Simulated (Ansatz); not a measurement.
**Phonons of HfB2 (P6/mmm) against volume**

Wanted: Grüneisen parameters and pressure coefficients of the modes of HfB2 (P6/mmm).

Program: Ansatz 0.2.0. Level of theory: DFT LDA, scalar-relativistic, plane waves, PAW; PAW set soft_1. Results are calculated unless marked as measured.

### Step 1. Set-up

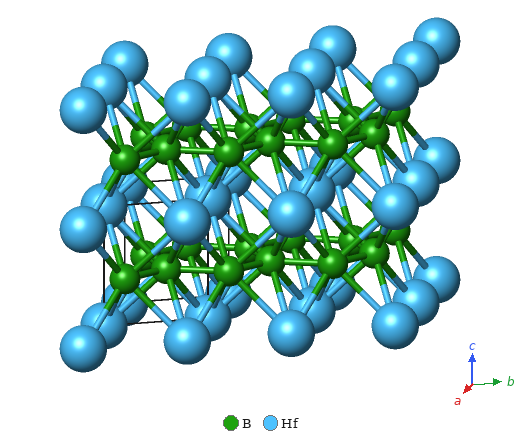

The cell as given, from a free direction (boron green, hafnium blue). 2×3×2 cells are drawn. Some periodic images of atoms are drawn too.

### Step 2. A rough relaxation first

The start is far from rest, so a relaxation with loose tolerances brings it close first.

The input, input.yaml:

```yaml
crystal:
  lattice:
    - [3.14, 0.0, 0.0]
    - [-1.57, 2.7193197679, 0.0]
    - [0.0, 0.0, 3.48]
  atoms:
    - { symbol: B, position: [0.33333333, 0.66666667, 0.5] }
    - { symbol: B, position: [0.66666667, 0.33333333, 0.5] }
    - { symbol: Hf, position: [0.0, 0.0, 0.0] }
kpoints:
  mp_grid: { grid: [9, 9, 6] }
hamiltonian:
  xc: lda
  pseudopotentials: { kind: paw, azcp: { folder: soft_1 }, xc_functional: pbe }
scf:
  occupations: { method: gaussian, width: 0.1 }
output:
  forces: true
  stress: true
  eigenvalues: true
relax:
  adjacent_minimum: "off"
  f_tol: 0.05
  max_steps: 80
  cell: { stress_tol: 0.5 }
```

Command:

```sh
ansatz run input.yaml --threads 4 --pin off --max-ram 10240MiB --backend cpu --events-out ev --progress --plain --runs-dir out
```

Numbers of over 12 decimals in the logs are rounded to 6 here.

The log of the run:

```text
The last accepted step is kept in <dir> (removed where the run ends without a failure and the disk answers)
Engine: ansatz 0.2.0, x86_64-unknown-linux-gnu
Pseudopotentials: kind: paw
Pseudopotential: B, paw, valence charge 3, recommended cutoff 420 eV (normal), soft_1/B.paw.azcp
Pseudopotential: Hf, paw, valence charge 26, recommended cutoff 420 eV (normal), soft_1/Hf.paw.azcp
Functional definition: SPW92
[...]
F+E_penalty+E_count = -15780.32342904 eV   max|allowed force component| = 1.049e-16 eV/Å   (the final SCF, on the basis selected at the relaxed cell)
  cell:  # Å, volume = 28.5529 Å³
    - [3.105751, 0.0, 0.0]
    - [-1.552875, 2.689659, 0.0]
    - [0.0, 0.0, 3.418108]
  atoms:
    - { symbol: B, position: [0.333333, 0.666667, 0.500000] }
    - { symbol: B, position: [0.666667, 0.333333, 0.500000] }
    - { symbol: Hf, position: [0, 0, 0.0] }
[key lines of the parts left out:]
SCF converged after 4 iterations
Free energy (F): -15780.323429 eV
Fermi energy:    19.695570 eV
P = ⅓ Tr σ = -0.1303 GPa (-1.303 kbar)
```

It took 1.7 s on 4 threads of INTEL XEON PLATINUM 8581C at 2.10GHz (Emerald Rapids), shared host; peak memory 0.4 GiB.

Relaxation path:

```tsv
step	energy less that of the first step (eV)	largest force component (eV/Å)	pressure (GPa)	volume (Å³)
1	0.0000	0.0000	-10.13	29.71
2	-0.0282	0.0000	4.21	28.09
3	-0.0394	0.0000	0.06	28.55
4	-0.0397	0.0000	-0.09	28.55
5*	-0.0389	0.0000	-0.13	28.55
```

Relaxation steps marked * repeat the geometry before them on a plane-wave basis chosen anew for their cell, so energy and pressure can jump there.

The run keeps the 24 symmetry operations that it works with, so distortions that break them were not tested.

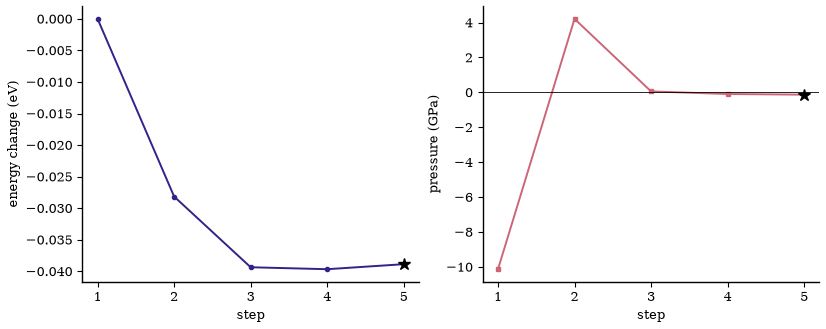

Energy and pressure along the relaxation. Stars mark steps on a basis chosen anew.

```tsv
conventional cell, symmetrised	before	after	change
a (Å)	3.140	3.106	-1.1 %
b (Å)	3.140	3.106	-1.1 %
c (Å)	3.480	3.418	-1.8 %
volume (Å³/atom)	9.90	9.52	-3.9 %
```

The relaxed structure:

```xyz
3
Lattice="3.1058 0.0000 0.0000 -1.5529 2.6897 0.0000 0.0000 0.0000 3.4181" Properties=species:S:1:pos:R:3 pbc="T T T"
B     0.0000    1.7931    1.7091
B     1.5529    0.8966    1.7091
Hf    0.0000    0.0000    0.0000
```

Numbers from this step:

```
pressure          : -0.1303 GPa
volume per atom   : 9.518 Å³
gap on the k-mesh : 0 eV
```

In this step the volume went from 9.90 to 9.52 Å³/atom.

### Step 3. Relaxation

Harmonic phonons are second derivatives at a point where the forces vanish, and they are wanted at zero stress, so atoms and cell are relaxed first.

input.yaml, the sections that differ from step 2:

```yaml
crystal:
  lattice:
    - [3.1057505561, 0.0, 0.0]
    - [-1.552875278, 2.6896588794, 0.0]
    - [0.0, 0.0, 3.4181075205]
  atoms:
    - { symbol: B, position: [0.3333333333, 0.6666666667, 0.5] }
    - { symbol: B, position: [0.6666666667, 0.3333333333, 0.5] }
    - { symbol: Hf, position: [0.0, 0.0, 0.0] }
kpoints:
  mp_grid: { grid: [15, 15, 12] }
output:
  forces: true
  stress: true
  eigenvalues: true
  write_density: true
  write_potential: true
  elf: true
  volumetric_format: npy
relax:
  adjacent_minimum: "off"
  f_tol: 0.005
  max_steps: 80
  cell: { stress_tol: 0.05 }
# hamiltonian, scf: as in step 2
```

The log of the run:

```text
[...]
Crystal: 3 atoms, lattice volume = 28.553 Å³
Basis set: ecut = 420 eV, 563 PW (Γ)
Bands: 20, of which v1, the nominal top of the filled ones, is band 16 counted from 1 (15 counted from 0)
Symmetry: 24 space group operations
[...]
k-points: 189 of 2700
[...]
SCF iter   1: F=—  HF=-15780.979748 eV  |F-HF|=—  |Δ(HF+E_count)|=         —  Δρ=6.78e-2  dr2=2.07e0  ethr=3.10e-3  ⟨swp⟩=4.4  Hψ=15066  notcnv=0
[...]
SCF iter   8: F=-15780.331986 eV  HF=-15780.331986 eV  |F-HF|=3.36e-9  |Δ(HF+E_count)|=   1.20e-7  Δρ=4.28e-6  dr2=4.18e-9  ethr=3.13e-10  ⟨swp⟩=9.2  Hψ=27221  notcnv=0
SCF 1 converged in 8 iterations: F = -15780.331986 eV  dr2 = 4.18e-9
[...]
relax step   1: F+E_penalty+E_count = -15780.33198600 eV  Δ(F+E_penalty+E_count) = +0.000e0 eV  max|allowed force component| = 1.604e-16 eV/Å  Δτ_max = 0.0000 Å  P = -0.191 GPa  Ω = 28.553 Å³  (8 SCF iters, dr2 threshold 1.00e-7 eV, accepted)
Crystal: 3 atoms, lattice volume = 28.551 Å³
[...]
SCF iter   4: F=-15780.332091 eV  HF=-15780.332091 eV  |F-HF|=1.81e-8  |Δ(HF+E_count)|=   2.65e-7  Δρ=1.93e-5  dr2=3.24e-8  ethr=9.37e-10  ⟨swp⟩=9.1  Hψ=28290  notcnv=0
SCF 2 converged in 4 iterations: F = -15780.332091 eV  dr2 = 3.24e-8
  Residual-converged pass: ⟨swp⟩=1.0  Hψ=4541  notcnv=0  max |occ|·‖R‖ = 7.0e-9 eV (tolerance 1.0e-8 eV)  dr2=3.24e-8  dr2_onsite=1.32e-8  max |Δocc| = 1.7e-10
relax step   2: F+E_penalty+E_count = -15780.33209108 eV  Δ(F+E_penalty+E_count) = -1.051e-4 eV  max|allowed force component| = 1.542e-16 eV/Å  Δτ_max = 0.0000 Å  P = -0.117 GPa  Ω = 28.551 Å³  energy of the carried Pulay correction = +9.742e-6 eV  (4 SCF iters, dr2 threshold 3.00e-7 eV, accepted)
Crystal: 3 atoms, lattice volume = 28.541 Å³
[...]
SCF iter   2: F=-15780.332113 eV  HF=-15780.332113 eV  |F-HF|=4.78e-8  |Δ(HF+E_count)|=   3.69e-7  Δρ=1.96e-5  dr2=7.89e-8  ethr=6.28e-10  ⟨swp⟩=6.5  Hψ=26461  notcnv=0
SCF 3 converged in 2 iterations: F = -15780.332113 eV  dr2 = 7.89e-8
relax step   3: F+E_penalty+E_count = -15780.33211264 eV  Δ(F+E_penalty+E_count) = -2.156e-5 eV  max|allowed force component| = 1.419e-16 eV/Å  Δτ_max = 0.0000 Å  P = -0.034 GPa  Ω = 28.541 Å³  energy of the carried Pulay correction = +1.648e-5 eV  (2 SCF iters, dr2 threshold 2.01e-7 eV, accepted)
[...]
SCF iter   5: F=-15780.332103 eV  HF=-15780.332103 eV  |F-HF|=7.28e-12  |Δ(HF+E_count)|=   1.40e-9  Δρ=2.38e-7  dr2=1.02e-11  ethr=1.00e-12  ⟨swp⟩=6.0  Hψ=18696  notcnv=0
SCF 4 converged in 5 iterations: F = -15780.332103 eV  dr2 = 1.02e-11
relax step   4: F+E_penalty+E_count = -15780.33210264 eV  Δ(F+E_penalty+E_count) = +1.001e-5 eV  max|allowed force component| = 7.401e-17 eV/Å  Δτ_max = 0.0000 Å  P = -0.035 GPa  Ω = 28.541 Å³  stress off target by 3.58e-2 GPa  SCF on the basis re-selected at this cell (its energy is not comparable with the rows above)  (5 SCF iters)
[...]
SCF converged after 5 iterations
Free energy (F): -15780.332103 eV
[...]
Internal energy: -15780.330996 eV  (E = F + TS)
E sigma→0 (E₀):  -15780.331549 eV
Entropy (-TS):   -0.001107 eV (-0.369 meV/atom)
Fermi energy:    19.672234 eV
[...]
--- Stress (GPa, compression-positive) ---
       -0.035813       0.000000       0.000000
        0.000000      -0.035813       0.000000
        0.000000       0.000000      -0.033569
  P = ⅓ Tr σ = -0.0351 GPa (-0.351 kbar)
--- Band table (eV; the first three rows and the last of 189) ---
  k-point 0: bands = [... 12 lower, 16.5479, 16.6260, 16.6260, 17.0467, 23.7540, 23.7540, 24.4699, 24.4699]
  k-point 1: bands = [... 12 lower, 15.7138, 16.7012, 16.7012, 17.8416, 22.9026, 22.9026, 24.2183, 24.2183]
  k-point 2: bands = [... 12 lower, 14.6354, 16.9235, 16.9235, 18.8283, 21.8630, 21.8630, 23.5581, 23.5581]
  k-point 188: bands = [... 12 lower, 10.5035, 14.1733, 16.5075, 16.5075, 24.3597, 25.2703, 26.9631, 26.9631]
--- Relaxed structure (3 steps of the walk, 3 accepted, 1 SCFs on fresh bases) ---
[...]
cell:  # Å, volume = 28.5409 Å³
    - [3.103138, -2.884319100375756e-11, 0.0]
    - [-1.551569, 2.687396, 0.0]
    - [0.0, 0.0, 3.422438]
  atoms:
    - { symbol: B, position: [0.333333, 0.666667, 0.500000] }
    - { symbol: B, position: [0.666667, 0.333333, 0.500000] }
    - { symbol: Hf, position: [0, 0, 0.0] }
```

Run time: 3.9 s. Hardware: 4 threads; peak memory 0.49 GiB; 14 s of CPU time.

Relaxation path:

```tsv
step	energy less that of the first step (eV)	largest force component (eV/Å)	pressure (GPa)	volume (Å³)
1	0.0000	0.0000	-0.19	28.55
2	-0.0001	0.0000	-0.12	28.55
3	-0.0001	0.0000	-0.03	28.54
4*	-0.0001	0.0000	-0.04	28.54
```

Relaxation steps marked * repeat the geometry before them on a plane-wave basis chosen anew for their cell, so energy and pressure can jump there.

Forces are held to the 24 operations that the run works with; a distortion that breaks them can't arise in this run.

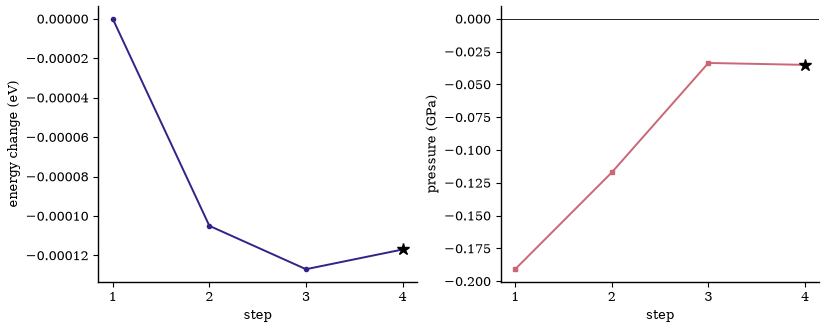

Energy and pressure along the relaxation. Stars mark steps on a basis chosen anew.

```tsv
conventional cell, symmetrised	before	after	change
a (Å)	3.106	3.103	-0.1 %
b (Å)	3.106	3.103	-0.1 %
c (Å)	3.418	3.422	+0.1 %
volume (Å³/atom)	9.52	9.51	-0.0 %
```

The relaxed structure:

```xyz
3
Lattice="3.1031 0.0000 0.0000 -1.5516 2.6874 0.0000 0.0000 0.0000 3.4224" Properties=species:S:1:pos:R:3 pbc="T T T"
B     0.0000    1.7916    1.7112
B     1.5516    0.8958    1.7112
Hf    0.0000    0.0000    0.0000
```

This step gave:

```
pressure        : -0.03506 GPa
volume per atom : 9.514 Å³
```

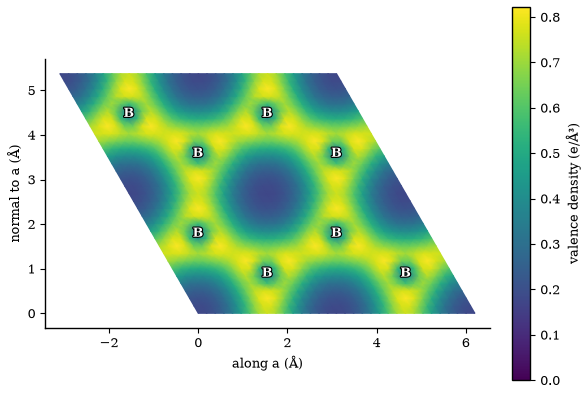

Valence density in the ab plane at fractional z = 0.500, with atoms of B within 0.2 Å of it. It is the smooth field of the valence electrons, not physical close to the nuclei.

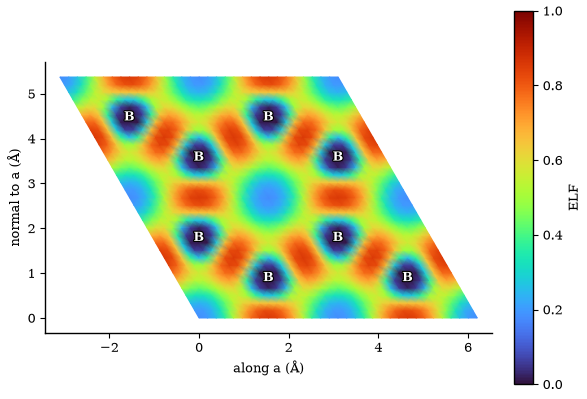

ELF in the ab plane at fractional z = 0.500, with atoms of B within 0.2 Å of it. It is the smooth field of the valence electrons, not physical close to the nuclei.

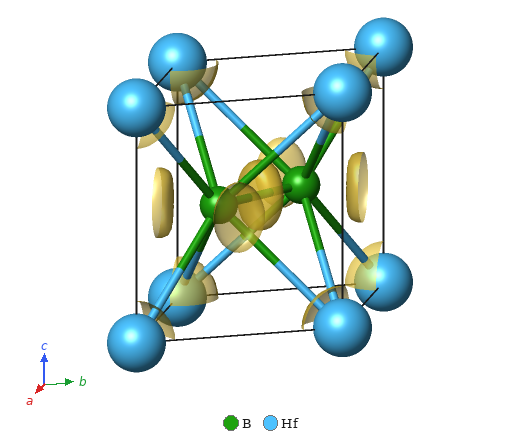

Surface of ELF = 0.78.

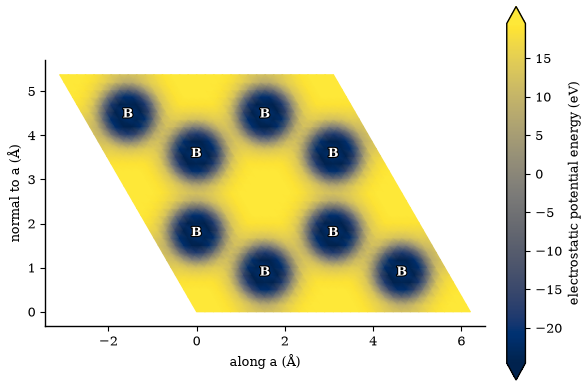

Electrostatic potential energy in the ab plane at fractional z = 0.500, with atoms of B within 0.2 Å of it. With pseudopotentials it is smooth inside the atoms' cores, unlike the true potential.

In this step the volume went from 9.52 to 9.51 Å³/atom.

### Step 4. Tight relaxation

Phonons need small forces and stress, so the relaxation is finished with tight tolerances on 15×15×12 k points.

input.yaml, the sections that differ from step 3:

```yaml
crystal:
  lattice:
    - [3.103137556, 0.0, 0.0]
    - [-1.551568778, 2.687395955, 0.0]
    - [0.0, 0.0, 3.4224377966]
  atoms:
    - { symbol: B, position: [0.3333333333, 0.6666666667, 0.5] }
    - { symbol: B, position: [0.6666666667, 0.3333333333, 0.5] }
    - { symbol: Hf, position: [0.0, 0.0, 0.0] }
scf:
  occupations: { method: methfessel_paxton, width: 0.2 }
output:
  forces: true
  stress: true
  eigenvalues: true
relax:
  adjacent_minimum: "off"
  f_tol: 0.001
  max_steps: 60
  cell: { stress_tol: 0.01 }
# kpoints, hamiltonian: as in step 3
```

The log of the run:

```text
[...]
Crystal: 3 atoms, lattice volume = 28.541 Å³
Basis set: ecut = 420 eV, 563 PW (Γ)
Bands: 20, of which v1, the nominal top of the filled ones, is band 16 counted from 1 (15 counted from 0)
Symmetry: 24 space group operations
[...]
k-points: 189 of 2700
[...]
k-point 188: bands = [... 12 lower, 10.5061, 14.1762, 16.5106, 16.5106, 24.3635, 25.2748, 26.9677, 26.9677]
--- Relaxed structure (2 steps of the walk, 2 accepted, 1 SCFs on fresh bases) ---
[...]
cell:  # Å, volume = 28.5364 Å³
    - [3.102943, 0.0, 0]
    - [-1.551472, 2.687228, 0]
    - [0, 0, 3.422325]
  atoms:
    - { symbol: B, position: [0.333333, 0.666667, 0.500000] }
    - { symbol: B, position: [0.666667, 0.333333, 0.500000] }
    - { symbol: Hf, position: [0, 0, 0] }
[key lines of the parts left out:]
SCF converged after 5 iterations
Free energy (F): -15780.331478 eV
Fermi energy:    19.668449 eV
P = ⅓ Tr σ = 0.0041 GPa (0.041 kbar)
```

It took 3 s on 4 threads; peak memory 0.48 GiB.

Little changed from the start: no atom moved by 0.005 Å and no cell edge by 0.1 %.

Numbers from this step:

| Quantity | Value |
| --- | --- |
| pressure | 0.004083 GPa |
| volume per atom | 9.512 Å³ |

The forces vanish by symmetry and the pressure is 0.004 GPa, within the tolerances set. The cell now holds 9.51 Å³/atom.

### Step 5. Modes at rest

Phonons follow from the second derivative of the energy, found here by linear response.

The modes at rest are the reference of the series.

input.yaml, the sections that differ from step 4:

```yaml
crystal:
  lattice:
    - [3.102943116, 0.0, 0.0]
    - [-1.551471558, 2.687227565, 0.0]
    - [0.0, 0.0, 3.422325395]
  atoms:
    - { symbol: B, position: [0.3333333333, 0.6666666667, 0.5] }
    - { symbol: B, position: [0.6666666667, 0.3333333333, 0.5] }
    - { symbol: Hf, position: [0.0, 0.0, 0.0] }
output:
  eigenvalues: true
phonons:
  method: dfpt
# kpoints, hamiltonian, scf: as in step 4
# relax: removed
```

The log of the run:

```text
zone centre: on kpoints.mp_grid the ground state, and the responses unless they are solved on pairs of k-points, stand on 448 of the mesh's 2700 k-points, reduced under 4 symmetry operations, with k and −k counted as one. Each operation leaves every solved displacement unchanged or reverses it
[...]
Crystal: 3 atoms, lattice volume = 28.536 Å³
Basis set: ecut = 420 eV, 563 PW (Γ), exchange–correlation on 48×48×48 points (8 copies of the dense FFT grid, shifted against one another)
Bands: 20, of which v1, the nominal top of the filled ones, is band 16 counted from 1 (15 counted from 0)
Symmetry: 24 space group operations
k-points: 448 of 2700 (irreducible under 4 space group operations, time reversal used)
[...]
SCF iter   1: F=—  HF=-15780.983549 eV  |F-HF|=—  |Δ(HF+E_count)|=         —  Δρ=6.80e-2  dr2=2.08e0  ethr=3.10e-3  ⟨swp⟩=4.1  Hψ=34979  notcnv=0
[...]
SCF iter  10: F=-15780.331478 eV  HF=-15780.331478 eV  |F-HF|=3.64e-12  |Δ(HF+E_count)|=  3.64e-12  S|Δr|=    0.00e0  Δρ=3.01e-8  dr2=9.74e-14  ethr=1.00e-12  ⟨swp⟩=5.7  Hψ=41666  notcnv=0
SCF 1 converged in 10 iterations: F = -15780.331478 eV  dr2 = 9.74e-14
[...]
DFPT response loops at Γ: preconditioner auto → Kerker (q_TF=auto, 2.781 Å⁻¹) (partly filled bands, converged f_vac=0.000); β = 1.00, the filter's whole step (`scf.mixing.beta` (0.50) is not read by the response loops under this deck's `scf.mixing.preconditioner`; to damp them name `kerker` or `kerker_dos`, under which they read `scf.mixing.beta`, and type it under 1.00, their step now; both keys bind the ground state too); Broyden in place of MSR1
SCF converged after 10 iterations
[...]
Free energy (F): -15780.331478 eV
[...]
Internal energy: -15780.331891 eV  (E = F + TS)
E sigma→0 (E₀):  -15780.331582 eV
Entropy (-TS):   0.000413 eV (0.138 meV/atom)
Fermi energy:    19.668449 eV
[...]
--- Band table (eV; the first three rows and the last of 448) ---
  k-point 0: bands = [... 12 lower, 16.5504, 16.6291, 16.6291, 17.0497, 23.7578, 23.7578, 24.4736, 24.4736]
  k-point 1: bands = [... 12 lower, 15.7165, 16.7043, 16.7043, 17.8445, 22.9063, 22.9063, 24.2220, 24.2220]
  k-point 2: bands = [... 12 lower, 14.6382, 16.9266, 16.9266, 18.8311, 21.8666, 21.8666, 23.5617, 23.5617]
  k-point 447: bands = [... 12 lower, 12.3595, 14.5073, 15.1927, 16.6946, 23.8148, 25.0684, 25.2585, 26.4445]
--- Phonons (Γ-DFPT): 4 representative perturbations + reference, on 448 of 2700 k-points (Σ response iterations 12) ---
  k mesh reduced under 4 symmetry operations, with k and −k counted as one. Each operation leaves every solved displacement unchanged or reverses it
  ASR residual: 6.851e-6 → 0.000e0 eV/Å²; symmetrization residual: 7.091e-7 eV/Å²
  ASR residual per site (eV/Å²): 1.48e-6 1.48e-6 6.85e-6
  Γ frequencies (cm⁻¹): 0.00 0.00 0.00 457.40 457.40 485.04 572.75 832.53 832.53
  non-analytic LO–TO correction: not included (Born effective charges unavailable; polar crystals: no LO–TO splitting at Γ)
```

It took 17 s on 4 threads; peak memory 1.2 GiB; 61 s of CPU time.

This step gave:

```yaml
sum_rule_residual_before_enforcement: 6.85e-6 eV/Å²
point_group: 6/mmm
highest_optical_mode_at_the_zone_centre_no_lo_to_term: 832.5 cm⁻¹
lowest_optical_zone_centre_mode: 457.4 cm⁻¹
```

Patterns of degenerate modes are one choice out of their space. Modes at Γ, with each element's share of the kinetic energy:

```tsv
mode	frequency (cm⁻¹)	symmetry	B %	Hf %
1	0.0	acoustic	11	89
2	0.0	acoustic	11	89
3	0.0	acoustic	11	89
4	457.4	E1u	89	11
5	457.4	E1u	89	11
6	485.0	A2u	89	11
7	572.8	B1g	100	0
8	832.5	E2g	100	0
9	832.5	E2g	100	0
```

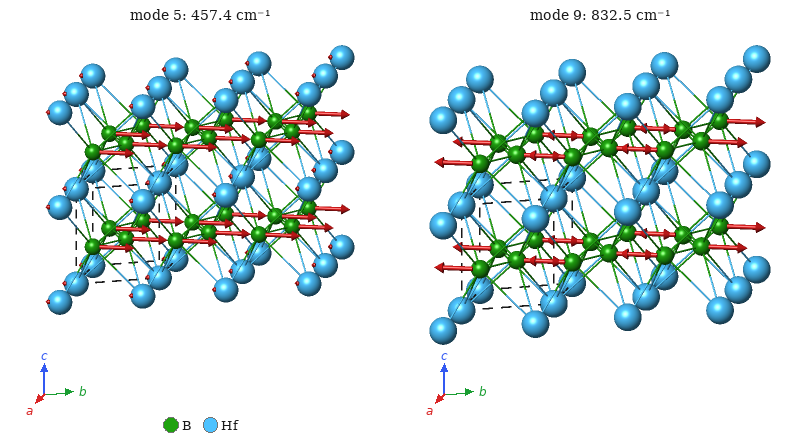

Displacement patterns of modes 5 and 9 at Γ; arrows are exaggerated. 2×3×2 cells are drawn. Some periodic images of atoms are drawn too.

Before it was imposed, the acoustic sum rule was missed by 6.9e-6 eV/Å². Small misses are needed for a sound result but don't prove that mesh and cutoff are converged. The lowest optical mode is real, 457 cm⁻¹.

[end of part 1 of 2]

[Logs are printed without paths, hosts, clocks, repeated set-up lines and the standing remarks that a program may print on its own settings, such as how far it seeks lower states.]

[Hosts, paths, dates, database ids (printed as entryN), source tags and the programs' standing remarks are cut or masked in the printed files.]
